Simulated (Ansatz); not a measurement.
# VSi2N4 monolayer in a perpendicular field, part 3 of 3

What dipole does a perpendicular field induce in the VSi2N4 monolayer, and does the gap follow? A positive field points along +c.

Ansatz 0.2.0; plane-wave DFT, PBE-D3(BJ), Ansatz PAW (set soft_1); PAW set soft_1.

So far, gap along the path (eV): step 3 (single point, field 0) 0.150; step 4 (field 0.1 V/Å) 0.150.

## 5. Single point, field -0.1 V/Å

The input, input.yaml:

```yaml
crystal:
  lattice:
    - [2.8661771917, 0.0, 0.0]
    - [-1.4330885958, 2.4821822597, 0.0]
    - [0.0, 0.0, 24.8984748145]
  atoms:
    - { symbol: "N", position: [0.0, 0.0, 0.3614679239] }
    - { symbol: Si, position: [0.3333333333, 0.6666666667, 0.3830043209] }
    - { symbol: "N", position: [0.3333333333, 0.6666666667, 0.4533148019], spin: -0.04 }
    - { symbol: V, position: [0.0, 0.0, 0.5], spin: 0.72 }
    - { symbol: "N", position: [0.3333333333, 0.6666666667, 0.5466851981], spin: -0.04 }
    - { symbol: Si, position: [0.3333333333, 0.6666666667, 0.6169956791] }
    - { symbol: "N", position: [0.0, 0.0, 0.6385320761] }
magnetization:
  spin_polarized: true
kpoints:
  mp_grid: { grid: [18, 18, 1] }
  band_path:
    path: [[0, 0, 0], [0.5, 0, 0], [0.33333333, 0.33333333, 0], [0, 0, 0]]
    npoints: 16
hamiltonian:
  xc: pbe
  dispersion: d3bj
  pseudopotentials: { kind: paw, azcp: { folder: soft_1 } }
scf:
  occupations: { method: fermi_dirac, width: 0.02585 }
  convergence: { dr2_threshold: 1.0e-10 }
efield:
  axis: 3
  dipole_correction: true
  ramp_position: 0.9361
  ramp_width: 0.1277
  amplitude: -0.1
output:
  write_potential: true
  write_density: true
  volumetric_format: npy
```

On the command line:

```sh
$ ansatz run input.yaml --threads 2 --pin off --max-ram 3072MiB --backend cpu --events-out ev --progress --plain --runs-dir out
```

Numbers of over 12 decimals in the logs are rounded to 6 here.

What it wrote:

```text
[...]
Crystal: 7 atoms, lattice volume = 177.137 Å³
Basis set: ecut = 420 eV, 3479 PW (Γ)
Bands: 28, of which v1, the nominal top of the filled ones, is band 21 counted from 1 (20 counted from 0)
Symmetry: 6 space group operations
k-points: 37 of 324 (time reversal used)
[...]
Starting moments: Σ|m| = 0.8 μB on 3 of 7 sites
[...]
k-point 1 ↑: bands = [... 17 lower, -1.1439, -1.0254, -0.8285, 0.9077, 3.4142, 3.4536, 3.5053, 3.5299, ... 3 higher]
  k-point 2 ↑: bands = [... 17 lower, -1.3393, -1.1861, -0.7763, 0.7882, 3.2914, 3.3434, 3.4096, 3.6992, ... 3 higher]
  k-point 36 ↓: bands = [... 17 lower, -2.7530, -1.0902, -0.4741, 1.4049, 3.0515, 3.9397, 4.2730, 4.8730, ... 3 higher]
[key lines of the parts left out:]
SCF converged after 16 iterations
Magnetization: 0.9959 μB (20.9979 up, 20.0021 down)
Free energy (F): -5728.263639 eV
Fermi energy:    0.973140 eV
Dipole field:    D = -0.031436 V/Å  (p = -0.030774 e·Å, saw-weighted, corrected)
```

Wall time 51 s (2 threads of Arm Neoverse V1, shared host); peak memory 0.67 GiB.

The dipole is -0.0308 e·Å, and the gap 0.150 eV.

## 6. Response, atoms held

This step: plane-wave DFT, PBE-D3(BJ), Ansatz PAW (set soft_1); response to a field along the normal, atoms held; PAW set soft_1 (Ansatz 0.2.0).

The dipoles give the slope, and the difference of two potentials shows where the field is screened.

Numbers from this step:

| Quantity | Value |
| --- | --- |
| equivalent conductor thickness p/(ε₀AE) | 7.827 Å |
| distance between the outer atoms | 6.898 Å |

Table of dipole of the cell by applied field:

```csv
applied field (V/Å),dipole of the cell (e·Å)
-0.1000,-0.0308
0.0000,-2.4e-6
0.1000,0.0308
```

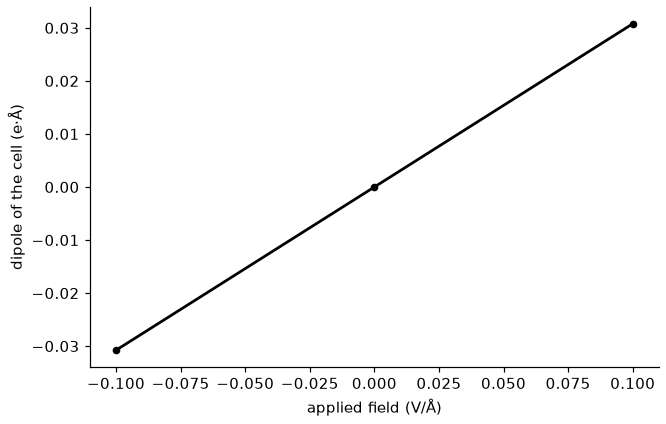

Dipole of the cell, plotted against applied field.

The total moment stays at 0.996 μB for applied field from -0.1 to 0.1 V/Å.

Local field over the applied field, running mean. From the potentials at -0.1 and 0.1 V/Å; running mean over 2.5 Å. Table of local field over applied field by z:

```csv
z (Å),local field over applied field
5,0.999
6,0.983
7,0.869
8,0.561
9,0.277
10,0.166
11,0.128
12,0.0614
13,0.0672
14,0.132
15,0.170
16,0.298
17,0.596
18,0.891
19,0.987
20,0.999
```

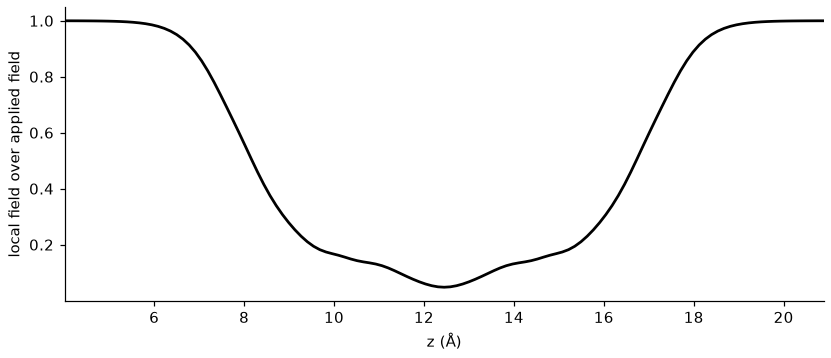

Local field over applied field, plotted against z.

The induced electron density oscillates, so the rows of the table below give means over windows of 1 Å about each position, cut where the curve ends. Its maxima inside the range that stand out by 2 % of the span (Å: e/Å³ per V/Å): 8.2: 0.00391, 9.1: 0.00122, 10.5: 0.00139, 11.3: 0.00155, 13.0: 7.6e-4, 13.8: -4.0e-4, 15.2: 0.00196, 16.0: -4.1e-4. Its minima: 8.9: 4.1e-4, 9.7: -0.00196, 11.1: 4.0e-4, 11.9: -7.6e-4, 13.6: -0.00155, 14.4: -0.00139, 15.8: -0.00122, 16.7: -0.00391.

Electrons, planar mean, per unit field. The induced electron density by z; means over each step:

```csv
z (Å),induced electron density (e/Å³ per V/Å)
5,7.0e-6
6,8.5e-5
7,7.9e-4
8,0.00314
9,9.1e-4
10,-5.3e-4
11,9.7e-4
12,-2.6e-4
13,1.4e-4
14,-9.8e-4
15,7.3e-4
16,-0.00129
17,-0.00299
18,-6.4e-4
19,-6.8e-5
20,-5.3e-6
```

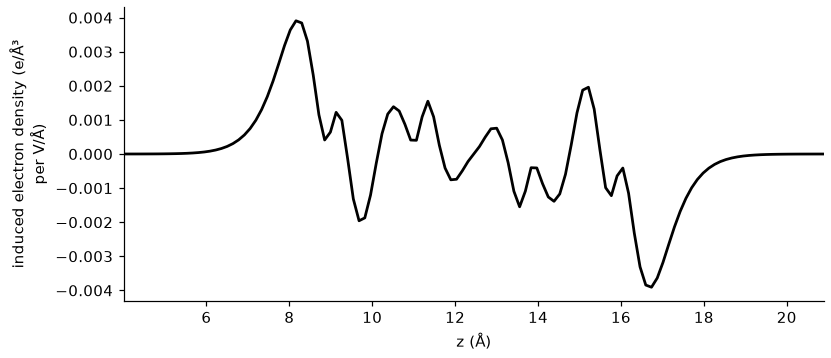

Induced electron density, plotted against z.

By hand: between -0.1 and 0.1 V/Å the dipole changes by 0.06155 e·Å, a slope of 0.3077 e·Å²/V. A perfect conductor of thickness t has p = ε₀AEt, so t = 180.95 × 0.3077 / 7.114 = 7.83 Å (e/ε₀ = 180.95 V·Å, A in Å²).

The induced dipole is that of a conductor 7.83 Å thick.

## 7. What came out

| Property | Result |
| --- | --- |
| gap without field | 0.150 eV |
| ionisation energy, upper face | 5.51 eV |
| electron affinity, upper face | 5.36 eV |
| equivalent conductor thickness, atoms held | 7.83 Å |

The induced dipole equals that of a perfect conductor 7.83 Å thick, while the outer atoms lie 6.90 Å apart; an out-of-plane ε follows only once a thickness t is chosen, by 1 − 1/ε = 7.83 Å / t. The gap stays within 0.01 eV of 0.15 eV over the fields run, up to 0.1 V/Å in size. Semilocal functionals give gaps that are too small, and excitons are not included. The magnetic order is the one reached from the typed start; other orders were not compared. The outer anions sit over the metal atoms, one of several polytypes of such layers and not the lowest for every compound.

[Logs are printed without paths, hosts, clocks, repeated set-up lines and the standing remarks that a program may print on its own settings, such as how far it seeks lower states.]

[Hosts, paths, dates, database ids (printed as entryN), source tags and the programs' standing remarks are cut or masked in the printed files.]

[Maps of the electrostatic potential energy from Ansatz leave out the sawtooth potential of an applied field or a dipole correction, so their vacuum need not be flat; planar profiles and work functions include it.]
